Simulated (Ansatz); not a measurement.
# SnNH3S2 (SMILES [NH2][SnH]1[S][S]1): wB97X/def2-SVP (core potential)

What is the electronic atomisation energy of SnNH3S2 at wB97X/def2-SVP (core potential)? 

Program for the calculation: Ansatz 0.2.0.

38 further runs of the same task are left out: 38 set aside as unsound or not needed.

### Step 1. The structure to begin with

SnNH3S2: 7 atoms, total charge 0, spin state singlet. As SMILES, `[NH2][SnH]1[S][S]1`. The coordinates come from a PBE0-D4/def2-TZVP relaxation. This is one conformer, not always the lowest.

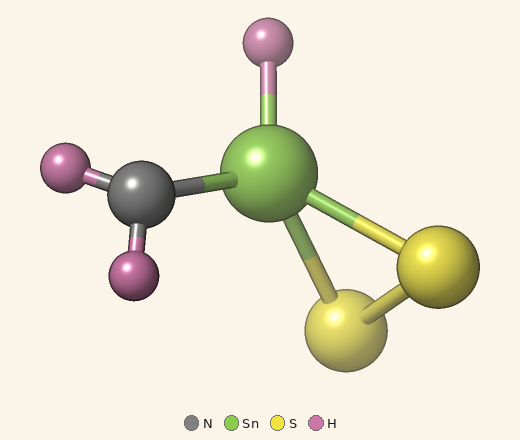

Viewed from a chosen angle; nitrogen grey, tin green, sulfur yellow, hydrogen pink.

### Step 2. A single-point energy at wB97X/def2-SVP (core potential)

File input.yaml:

```yaml
crystal:
  periodic: [false, false, false]
  atoms:
    - {symbol: N, position_ang: [-0.858900, 1.180400, 0.033200]}
    - {symbol: Sn, position_ang: [0.658800, -0.125900, 0.009600]}
    - {symbol: S, position_ang: [0.436900, -1.947300, 1.490200]}
    - {symbol: S, position_ang: [0.292300, -2.381600, -0.639300]}
    - {symbol: H, position_ang: [-0.847300, 1.845800, -0.729000]}
    - {symbol: H, position_ang: [-1.763700, 0.727200, 0.057900]}
    - {symbol: H, position_ang: [2.143100, 0.633400, -0.268300]}
basis:
  gaussian:
    orbitals: def2-SVP
total_charge: 0
magnetization:
  spin_polarized: false
  initial_magnetization: 0
hamiltonian:
  xc: {name: wB97X}
accuracy: high
output: {orbitals: {seedname: orbitals}}
```

Command:

```console
ansatz run input.yaml --threads 1 --pin off --max-ram 2610MiB --events-out events.jsonl --progress --plain --runs-dir runs
```

Standard output:

```text
Warning: RAYON_NUM_THREADS=1 ignored (pool sized by the plan → 1); use --threads N
Functional definition: wB97X
  name "wB97X"
  parameter omega = 0.3/bohr
  parameter cx = 0.157706
  parameter cx1 = 0.726479
  parameter cx2 = 1.04760
  parameter cx3 = -5.70635
  parameter cx4 = 13.2794
  parameter css1 = -4.33879
  parameter css2 = 18.2308
  parameter css3 = -31.7430
  parameter css4 = 17.2901
  parameter cos1 = 2.37031
  parameter cos2 = -11.3995
  parameter cos3 = 6.58405
  parameter cos4 = -3.78132
  exchange = spin_sum(e_x_unif_sr(omega)*poly(b97_u_x, 1 - cx, cx1, cx2, cx3, cx4)) + cx*exact_x_sr(omega)
      + exact_x_lr(omega)
  correlation = spin_sum(e_c_pw_same_spin*poly(b97_u_same, 1, css1, css2, css3, css4))
      + integral(e_c_pw_opposite_spin*poly(b97_u_opposite, 1, cos1, cos2, cos3, cos4))
2063 factors; integrals over basis functions are off by at most 3.8e-9 eV
393 factors; integrals over basis functions are off by at most 1.9e-9 eV
mean field evaluation 1: about -29029.0311 eV, gradient 4.4e1 eV
mean field evaluation 2: about -29028.6361 eV, gradient 4.7e1 eV
mean field evaluation 4: about -29033.4851 eV, gradient 1.5e0 eV
mean field evaluation 8: about -29033.5972 eV, gradient 6.0e-2 eV
mean field evaluation 16: about -29033.5972 eV, gradient 8.7e-5 eV
mean field -29033.59724229 eV, -1066.9650189751 hartree, gradient 7.2e-8 eV, S^2 0.000000; 0 other end points of the search recorded, 0 dependent functions left out
reference -29033.59723926 eV, -1066.9650188636 hartree; 32, 32 occupied and 59, 59 virtual orbitals, 2063 factors
Total energy: -29033.59723926 eV, -1066.9650188636 hartree
```

Wall time 38 s (1 thread of Arm Neoverse V1, shared host); peak memory 0.61 GiB.

### Step 3. The H atom, same level

File molecule.yaml:

```yaml
crystal:
  periodic: [false, false, false]
  atoms:
    - {symbol: H, position_ang: [0.000000, 0.000000, 0.000000]}
basis:
  gaussian:
    orbitals: def2-SVP
magnetization:
  spin_polarized: true
  initial_magnetization: 1
hamiltonian:
  xc: {name: wB97X}
accuracy: high
```

Run the same way, it converges to -0.50060 Eh (log not shown).

### Step 4. The N atom, same level

File input.yaml:

```yaml
crystal:
  periodic: [false, false, false]
  atoms:
    - {symbol: "N", position_ang: [0.000000, 0.000000, 0.000000]}
basis:
  gaussian:
    orbitals: def2-SVP
magnetization:
  spin_polarized: true
  initial_magnetization: 3
hamiltonian:
  xc: {name: wB97X}
accuracy: high
```

Command:

```console
ansatz run input.yaml --threads 1 --pin off --max-ram 2610MiB --events-out events.jsonl --progress --plain --runs-dir runs
```

Standard output (excerpt; [...] marks lines left out):

```text
Warning: RAYON_NUM_THREADS=1 ignored (pool sized by the plan → 1); use --threads N
[... 2 set-up lines as earlier in the session ...]
[...]
      + exact_x_lr(omega)
[...]
      + integral(e_c_pw_opposite_spin*poly(b97_u_opposite, 1, cos1, cos2, cos3, cos4))
95 factors; integrals over basis functions are off by at most 1.5e-9 eV
54 factors; integrals over basis functions are off by at most 8.9e-10 eV
[...]
mean field -1483.75645170 eV, -54.5270438736 hartree, gradient 1.7e-9 eV, S^2 3.756077; 0 other end points of the search recorded, 0 dependent functions left out
reference -1483.75645113 eV, -54.5270438529 hartree; 5, 2 occupied and 9, 12 virtual orbitals, 95 factors
Total energy: -1483.75645113 eV, -54.5270438529 hartree
```

Wall time 1.4 s (1 thread of Arm Neoverse V1, shared host); peak memory 0.13 GiB.

### Step 5. The S atom at the same level

File molecule.yaml:

```yaml
basis:
  gaussian:
    orbitals: def2-SVP
crystal:
  periodic: [false, false, false]
  atoms:
    - symbol: S
      position_ang: [0.000000, 0.000000, 0.000000]
magnetization:
  spin_polarized: true
  initial_magnetization: 2
accuracy: high
hamiltonian:
  xc: {name: wB97X}
```

Run the same way, it converges to -397.97340 Eh (log not shown).

### Step 6. The Sn atom

File job.yaml:

```yaml
basis:
  gaussian: {orbitals: def2-SVP}
crystal:
  periodic: [false, false, false]
  atoms:
    - {symbol: Sn, position_ang: [0.000000, 0.000000, 0.000000]}
magnetization: {spin_polarized: true, initial_magnetization: 2}
hamiltonian: {xc: {name: wB97X}}
accuracy: high
```

Command:

```console
ansatz run job.yaml --threads 1 --pin off --max-ram 2610MiB --events-out events.jsonl --progress --plain --runs-dir runs
```

Standard output (excerpt; [...] marks lines left out):

```text
Warning: RAYON_NUM_THREADS=1 ignored (pool sized by the plan → 1); use --threads N
[... 2 set-up lines as earlier in the session ...]
[...]
      + exact_x_lr(omega)
[...]
      + integral(e_c_pw_opposite_spin*poly(b97_u_opposite, 1, cos1, cos2, cos3, cos4))
223 factors; integrals over basis functions are off by at most 2.0e-9 eV
94 factors; integrals over basis functions are off by at most 1.5e-9 eV
[...]
mean field -5830.78346234 eV, -214.2773399941 hartree, gradient 2.1e-8 eV, S^2 2.002063; 0 other end points of the search recorded, 0 dependent functions left out
reference -5830.78346233 eV, -214.2773399937 hartree; 12, 10 occupied and 14, 16 virtual orbitals, 223 factors
Total energy: -5830.78346233 eV, -214.2773399937 hartree
```

It took 7.5 s on 1 thread of Arm Neoverse V1, shared host; peak memory 0.27 GiB.

### Step 7. Outcome

Level: wB97X/def2-SVP (core potential).

| quantity | value |
| --- | --- |
| molecule: total energy | -1066.96502 Eh |
| molecule: HOMO energy | -8.20 eV |
| molecule: LUMO energy | 0.88 eV |
| molecule: HOMO–LUMO gap | 9.09 eV |
| H atom: total energy | -0.50060 Eh |
| H atom: ⟨S²⟩ | 0.750 |
| N atom: total energy | -54.52704 Eh |
| N atom: ⟨S²⟩ | 3.756 |
| S atom: total energy | -397.97340 Eh |
| S atom: ⟨S²⟩ | 2.003 |
| Sn atom: total energy | -214.27734 Eh |
| Sn atom: ⟨S²⟩ | 2.002 |
| electronic atomisation energy | 19.375 eV |

What this shows: Taking the molecule apart into free atoms costs 19.38 eV (447 kcal/mol), before zero-point energy and without spin-orbit coupling.
